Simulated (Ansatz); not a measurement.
BNH$_{4}$Cl$_{2}$: several calculations on one system

### Relaxation

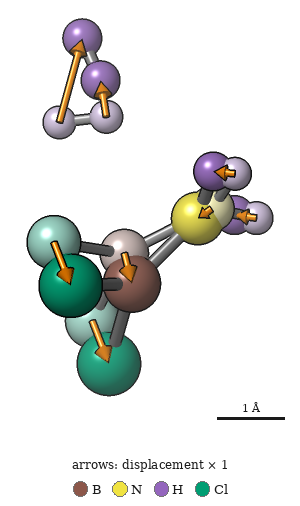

This is a relaxation of BNH₄Cl₂. The starting structure is drawn faded, the final one solid; orange arrows show the displacements, at their true length. The two geometries are superimposed by the best rigid fit.

The picture is a ball-and-stick view, seen from a free direction.

The run prepares an end point of a later path (reaction) calculation, from a guessed geometry.

Theory: RKS PBE-D4/6-31G* (Ansatz). Settings: no spin polarisation; force threshold 0.03 eV/Å; at most 50 steps.

### Which element moves most?

Hydrogen: up to 1.38 Å, against 0.76 Å for chlorine.

### What did the optimiser do to the structure, and how much energy did it gain?

The atom that moves furthest after the best rigid fit is an H atom (1.38 Å). By element the largest moves are H 1.38 Å, Cl 0.76 Å, B 0.51 Å, N 0.26 Å. Near-neighbour distances that change, for instance: B–N 1.470 → 1.399 Å, H–H 0.712 → 0.752 Å, B–Cl 1.770 → 1.777 Å. Over 22 accepted moves (25 points after the start) the energy falls by 35.4 kJ/mol. The largest force component goes from 2.4 to 0.028 eV/Å. The line search rejected the trial steps at points 8, 12, 22 of the run. The forces were under the threshold at step 10, but the run went on from there. Cost: 50 s on 1 thread of Intel(R) Xeon(R) Platinum 8488C (Sapphire Rapids), on a shared host, peak memory 0.13 GiB.

Limits of the set-up: the start holds two separate molecules, 2.2 Å apart at their closest, whose relative position is a soft coordinate.

### Relaxation

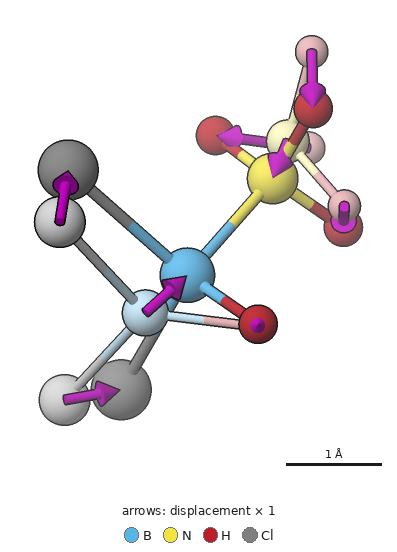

A relaxation of BNH$_{4}$Cl$_{2}$. The starting structure is drawn faded, the final one solid; purple arrows show the displacements, at their true length. The two geometries are superimposed by the best rigid fit.

The picture is a ball-and-stick view, seen from a free direction.

The run prepares an end point of a later path (reaction) calculation, from a guessed geometry.

These are results of RKS PBE-D4/6-31G* (Ansatz), not measurements.

Input file:
```yaml
crystal:
  periodic: [false, false, false]
  atoms:
    - { symbol: B, position_ang: [-0.114877, 0.458999, -0.566927] }
    - { symbol: "N", position_ang: [-0.065317, 0.084529, 2.144539] }
    - { symbol: H, position_ang: [-0.861137, -0.230092, 2.707167] }
    - { symbol: H, position_ang: [0.778082, 0.030829, 2.723412] }
    - { symbol: Cl, position_ang: [1.481118, -0.024539, -1.130347] }
    - { symbol: Cl, position_ang: [-1.547453, -0.416684, -1.098687] }
    - { symbol: H, position_ang: [-0.24019, 1.468372, 0.058176] }
    - { symbol: H, position_ang: [-0.220625, 1.082386, 1.893066] }
basis:
  gaussian: { orbitals: "6-31G*" }
hamiltonian:
  xc: pbe
  dispersion: d4
relax:
  f_tol: 0.03
  max_steps: 50
output:
  orbitals: {}
```

Launched with:
```bash
ansatz run input.yaml --threads 1 --pin off --max-ram 2048MiB --backend cpu --events-out ev --progress --plain --runs-dir out
```

Q: Atoms of which element are displaced furthest, and by how much?

A: Hydrogen: up to 1.14 Å, against 0.82 Å for chlorine.

Q: What did the optimiser do to the structure, and how much energy did it gain?

A: The energy falls by 1.252 eV in 11 accepted moves (12 points after the start). The largest force component goes from 0.64 to 0.024 eV/Å. The line search rejected the trial step at point 10 of the run. H3 moves most after the best rigid fit: 1.14 Å. Largest moves by element: H 1.14 Å, Cl 0.82 Å, B 0.64 Å, N 0.50 Å. Near-neighbour distances that change, for instance: B1–N2 2.738 → 1.638 Å, B1–Cl5 1.760 → 1.853 Å, B1–H7 1.194 → 1.207 Å, N2–H8 1.041 → 1.030 Å. New bonds form, among them: B1–N2 (2.74 → 1.64 Å). Bond angles that change, for instance: Cl5–B1–H7 119.7° → 112.9°, Cl5–B1–Cl6 120.3° → 114.7°. Cost: 24 s on 1 thread of Intel(R) Xeon(R) Platinum 8488C (Sapphire Rapids), on a shared host, peak memory 0.14 GiB.

### Path

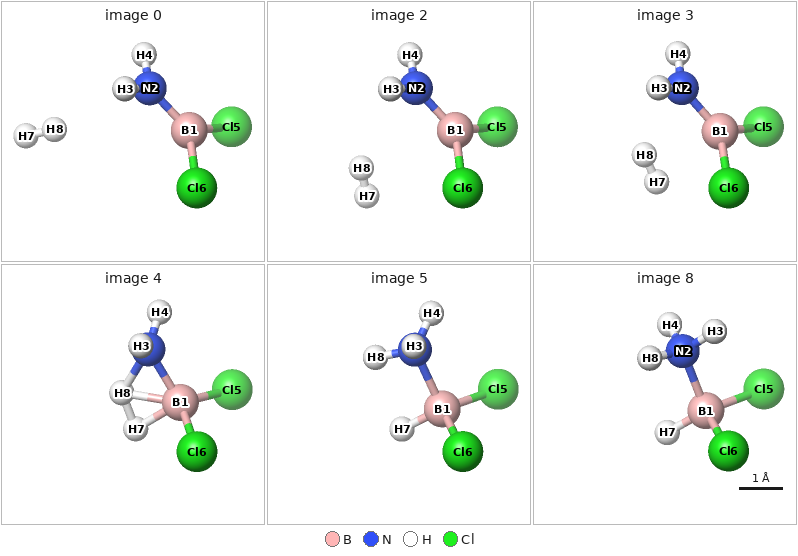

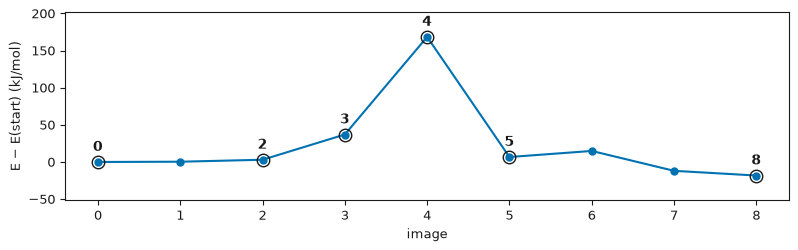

NEB run on BNH4Cl2, made up at the start of BNH$_{2}$Cl$_{2}$ and H$_{2}$. Images are numbered from 0 (start) to 8 (end). A ball-and-stick model, seen from a free direction.

Theory: RKS PBE-D4/6-31G* (Ansatz). Run with 7 movable images; climbing image; force threshold 0.05 eV/Å; iteration limit 60; starting path through a guess of the saddle point.

**What happens along the path, and what is the barrier?**

Forward barrier 168.4 kJ/mol, backward barrier 186.7 kJ/mol, with image 4 at the top; the reaction energy is −18.2 kJ/mol. The profile has 2 maxima (images 4, 6) with a dip at image 5 (+6.7 kJ/mol), so the process runs in steps. The path has more than one stage, and so few images may leave a stage unresolved. Breaking: H7–H8 (0.75 → 0.99 at the top → 2.60 Å). Forming: B1–H7 (4.09 → 1.41 at the top → 1.21 Å), N2–H8 (2.77 → 1.44 at the top → 1.03 Å). The band converged in 16 iterations. The largest component of the band force went from 7.4 to 0.026 eV/Å. The climbing image converged on the top of the path. Its vibrational analysis gives one imaginary mode (1315i cm⁻¹), as a transition state must have.

Limits of the set-up: the start holds two separate molecules, 2.8 Å apart at their closest, whose relative position is a soft coordinate.

Cost: 3.7 min on 1 thread of Intel(R) Xeon(R) Platinum 8488C (Sapphire Rapids), on a shared host, peak memory 0.12 GiB.
